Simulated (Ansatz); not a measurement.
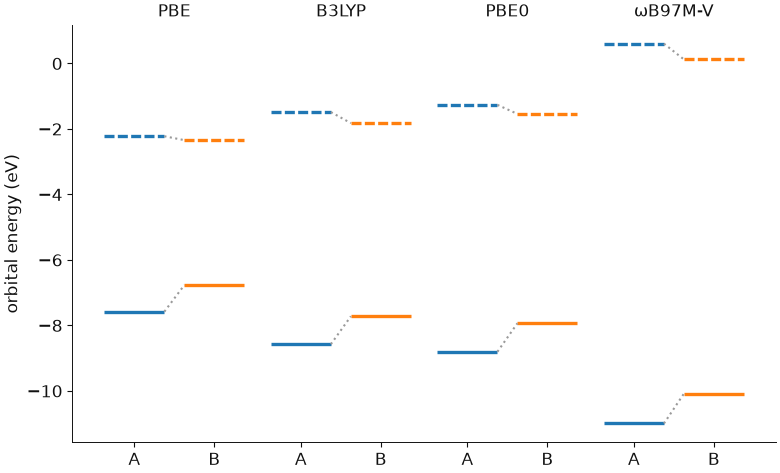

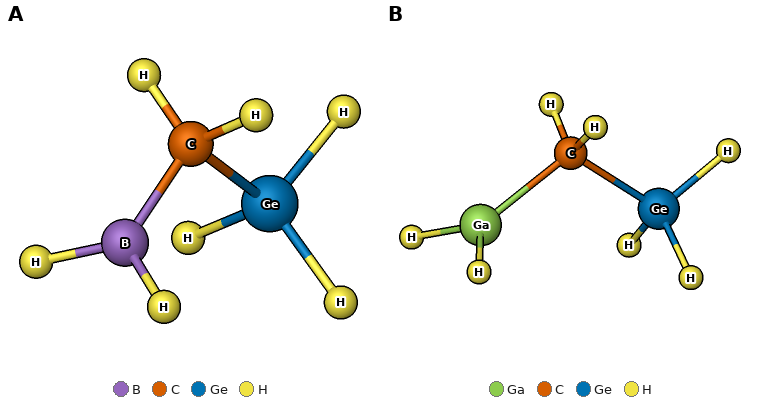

One change: A, CH₇BGe (SMILES B[CH2][GeH3]), becomes B, CH₇GaGe (SMILES [GaH2][CH2][GeH3]). BH₂ on C is replaced by GaH₂. HOMO (solid) and LUMO (dashed) computed in def2-TZVPP at PBE0-D4/def2-TZVP geometries, both minima by their frequencies, gas phase, the Ansatz code. Empty levels above zero depend strongly on the basis.

What does the change do to HOMO and LUMO?

Answer. PBE: the HOMO rises by 0.81 eV, the LUMO falls by 0.12 eV, and the separation goes from 5.36 to 4.43 eV. B3LYP: the HOMO rises by 0.85 eV, the LUMO falls by 0.34 eV, and the separation goes from 7.09 to 5.90 eV. PBE0: the HOMO rises by 0.87 eV, the LUMO falls by 0.28 eV, and the separation goes from 7.54 to 6.39 eV. ωB97M-V: the HOMO rises by 0.91 eV, the LUMO falls by 0.48 eV, and the separation goes from 11.60 to 10.20 eV.

Do the functionals agree on the effect?

Answer. They agree on the direction for both levels; the HOMO shift lies between 0.81 and 0.91 eV and the LUMO shift between −0.48 and −0.12 eV, while the separations themselves differ by up to 6.2 eV between functionals.
